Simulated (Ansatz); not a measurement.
Start from KZnF3 in the cubic perovskite structure (space group Pm-3m, No. 221; a = 4.127 Å).

The change: every lattice vector is shortened by 2.40 %; the atoms relax in the strained cell.

The values are results of PBE (Ansatz, a program for electronic structure; PAW; 420 eV plane waves; no spin-orbit coupling), not measurements.

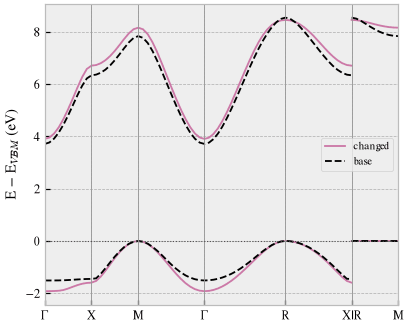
Highest valence and lowest conduction band along the path, each from its own valence-band maximum

Task: Read the changed gap and its character from the plot.

Result: About 3.9 eV, indirect, R → Γ.

Stability against distortions was not tested. Many cubic perovskites are stable only at high temperature; tilts and polar distortions were not tested.
